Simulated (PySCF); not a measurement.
## C5H6B2O2: NMR shielding calculation

- system: C5H6B2O2, SMILES BBCc1cc(=O)c1=O
- method: GIAO PBE0/pcSseg-1 NMR shielding, non-relativistic, gas phase (PySCF 2.14.0)

The geometry comes from this level: GFN2-xTB. It belongs to a series of runs on one base structure; here: BH inserted into a B-C bond. Figures and captions count atoms from 1; the log counts them from 0 in places.

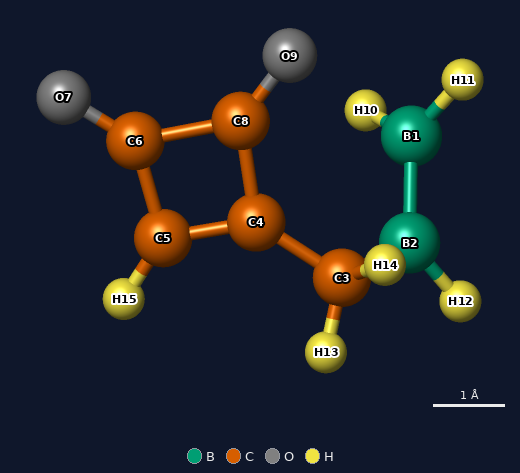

Figure 1. The structure as given in the input (ball-and-stick view, seen at a tilt; atoms are numbered from 1 in the order of the input). Bond lengths as drawn: B–B 1.62 Å, B–C 1.61 Å, B–H 1.17 Å, C–C 1.37 to 1.55 Å, C–H 1.07 to 1.10 Å and C–O 1.20 Å.

**Results in brief**

```tsv
quantity	value
outcome	converged
total energy	−393.672719 hartree
HOMO	−7.18 eV
LUMO	−2.18 eV
dipole moment	5.34 D
isotropic shielding, B	−2.2 to −0.8 ppm
isotropic shielding, C	−32.6 to 150.9 ppm
isotropic shielding, O	−281.8 to −268.9 ppm
isotropic shielding, H	21.9 to 28.8 ppm
hardware	1 CPU thread, shared host
wall time	38 s
peak memory	0.82 GiB
```

**The input**
```
{"job": {"kind": "nmr", "xc": "PBE0", "basis": "pcSseg-1"}, "charge": 0, "multiplicity": 1}
B      1.984777     1.024493     0.408174
B      1.768961    -0.126221    -0.713481
C      0.479604    -1.081576    -0.768756
C     -0.704890    -0.463004    -0.179387
C     -1.906878    -0.011012    -0.642796
C     -2.359371     0.474240     0.674645
O     -3.341074     0.993736     1.120354
C     -0.991632    -0.000665     1.215601
O     -0.389884     0.008521     2.249981
H      1.643441     2.136669     0.262211
H      2.555948     0.819310     1.409397
H      2.569819    -0.374308    -1.536546
H      0.261073    -1.462715    -1.766759
H      0.791955    -1.923094    -0.140228
H     -2.366263    -0.006385    -1.614323
```

The first line tells a small driver script what to run in PySCF; the rest is the geometry in Å.

Command:
```bash
OMP_NUM_THREADS=1 python <driver script> task.json out
```

**What the program printed**
```
coarse grid: 13496 points
cycle   1  E = -393.3620113432  dE =  1.573e+00  |g| = 1.081e+00  |ddm| = 3.797e+00
cycle   2  E = -392.0999869856  dE =  1.262e+00  |g| = 2.757e+00  |ddm| = 4.234e+00
cycle   3  E = -393.5944264712  dE = -1.494e+00  |g| = 1.572e-01  |ddm| = 3.322e+00
cycle   4  E = -393.5987488069  dE = -4.322e-03  |g| = 9.322e-02  |ddm| = 2.300e-01
cycle   5  E = -393.6008315384  dE = -2.083e-03  |g| = 2.527e-02  |ddm| = 1.162e-01
cycle   6  E = -393.6009761921  dE = -1.447e-04  |g| = 7.016e-03  |ddm| = 2.954e-02
cycle   7  E = -393.6009861635  dE = -9.971e-06  |g| = 2.456e-03  |ddm| = 9.632e-03
final grid: 133104 points
cycle   8  E = -393.6726504574  dE =  8.680e-06  |g| = 1.869e-02  |ddm| = 3.522e-02
cycle   9  E = -393.6723655532  dE =  2.849e-04  |g| = 4.274e-02  |ddm| = 5.192e-02
cycle  10  E = -393.6727180148  dE = -3.525e-04  |g| = 2.157e-03  |ddm| = 3.773e-02
cycle  11  E = -393.6727190669  dE = -1.052e-06  |g| = 4.159e-04  |ddm| = 1.920e-03
cycle  12  E = -393.6727191016  dE = -3.473e-08  |g| = 1.757e-04  |ddm| = 5.776e-04
cycle  13  E = -393.6727191076  dE = -5.990e-09  |g| = 5.213e-05  |ddm| = 1.987e-04
cycle  14  E = -393.6727191082  dE = -6.130e-10  |g| = 1.278e-05  |ddm| = 6.539e-05
```

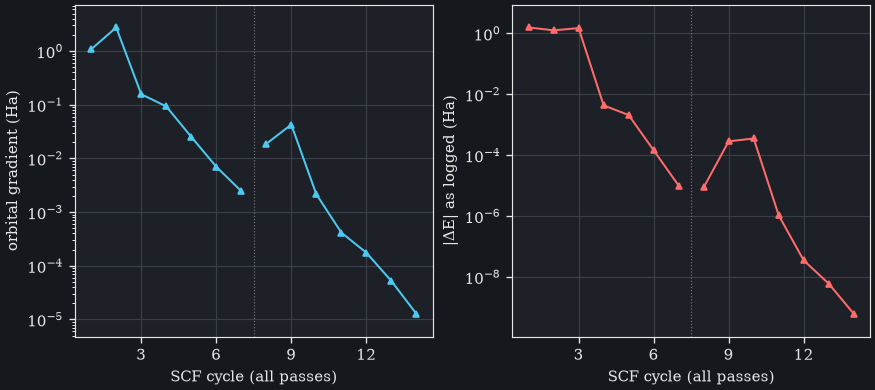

Figure 2. Convergence of the self-consistent field: orbital gradient and size of the energy change against the SCF cycle. The dotted line marks the change from a coarse to the final integration grid. The first 7 cycles use a coarse grid, the final grid takes over at cycle 8, and the field converges after 14 cycles in all.

```
converged SCF energy = -393.6727191082

GIAO shielding tensors (ppm)
atom      isotropic    diamagn.    paramagn.     s11        s22        s33       span
  0 B       -2.162     194.951    -197.113   -117.998    -24.156    135.668    253.666
  1 B       -0.772     193.422    -194.194   -118.446     -8.118    124.250    242.695
  2 C      150.913     249.957     -99.045    127.474    151.353    173.912     46.437
  3 C      -32.635     263.234    -295.868   -146.802    -87.121    136.018    282.821
  4 C       -7.407     251.788    -259.196   -122.771    -33.581    134.129    256.900
  5 C      -12.073     259.062    -271.135    -85.858     -1.253     50.891    136.749
  6 O     -268.879     394.460    -663.339   -835.665   -287.350    316.376   1152.041
  7 C      -22.394     246.741    -269.135    -84.627    -33.696     51.141    135.768
  8 O     -281.774     401.212    -682.987   -879.856   -297.518    332.050   1211.906
  9 H       22.298      29.171      -6.873     10.277     25.290     31.326     21.050
 10 H       21.886      29.113      -7.228     10.086     24.841     30.730     20.644
 11 H       22.110      28.773      -6.663     12.561     25.080     28.689     16.129
 12 H       27.754      29.782      -2.027     23.559     28.054     31.649      8.089
 13 H       28.814      29.243      -0.429     23.927     28.414     34.101     10.173
 14 H       22.100      32.288     -10.188     14.586     25.094     26.619     12.033
```

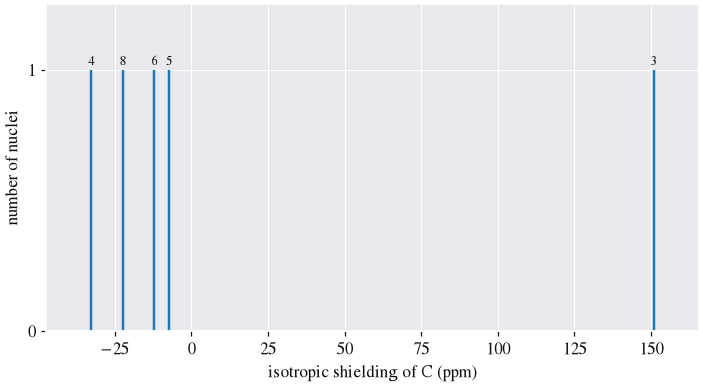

Figure 3. Isotropic shieldings of the carbon nuclei in this fixed geometry, labelled by atom number; shielding grows to the right, so chemical shift grows to the left. The least shielded is C4 (−32.6 ppm), the most shielded C3 (150.9 ppm).

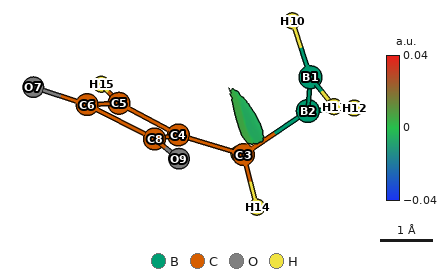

Figure 4. Non-covalent interaction (NCI) plot: the surface where the reduced density gradient is 0.5, for densities under 0.05 a.u., coloured by sign(λ₂)ρ; seen from the side. Between B1 on one side and O9 on the other: a weak, van der Waals-like contact (green).

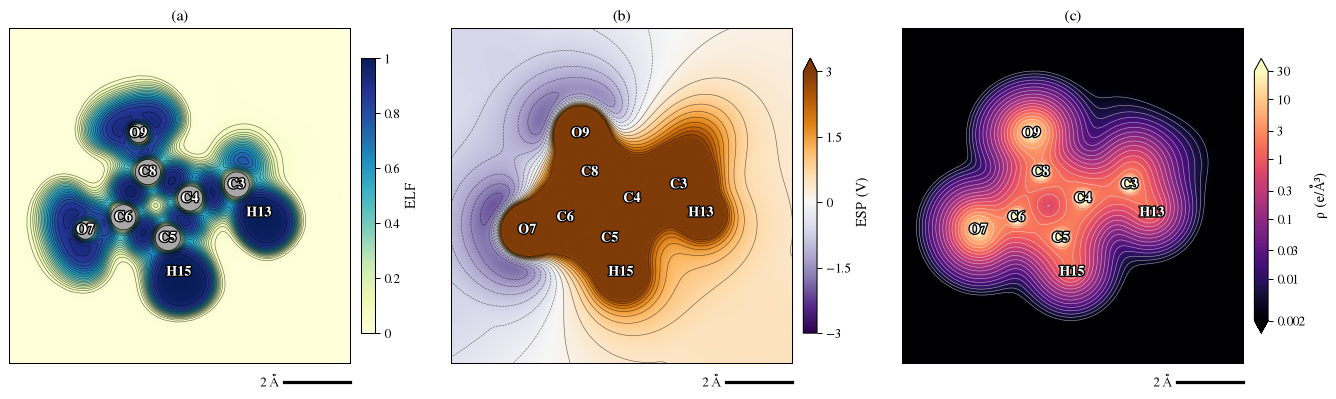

Figure 5. (a) electron localisation function; (b) electrostatic potential; (c) total electron density on the plane of atoms C4, C8 and O9. Grey discs, where drawn, cover atomic cores. The section cuts through C, O and H sites. C–O (1.20 Å): ρ is about 3.4 e/Å³ halfway; the ELF peaks at about 0.85 between the atoms; a double or triple bond. C–C (1.37 Å): ρ is about 2.2 e/Å³ halfway; the ELF peaks at about 0.90 between the atoms, as expected for localised, shared-pair bonding.

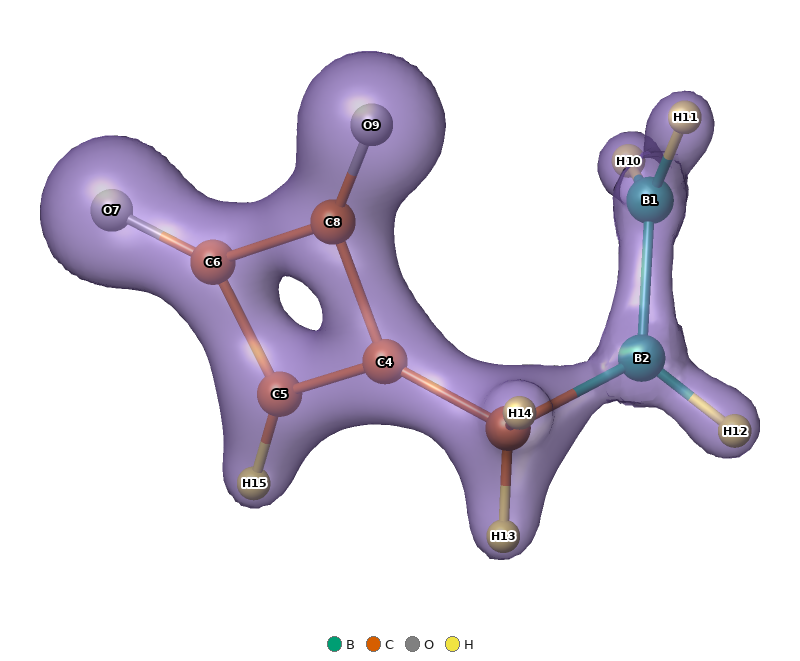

Figure 6. Isosurface of the electron density at 1 e/Å³ (purple), seen face on. At this value the surface is in one piece. On the grid the lowest density along these lines, outside the cores, is 2.9 e/Å³ (C–O, 1.20 Å), 2.2 e/Å³ (C–C, 1.37 Å), 1.1 e/Å³ (C–B, 1.61 Å) and 1.2 e/Å³ (B–B, 1.62 Å).
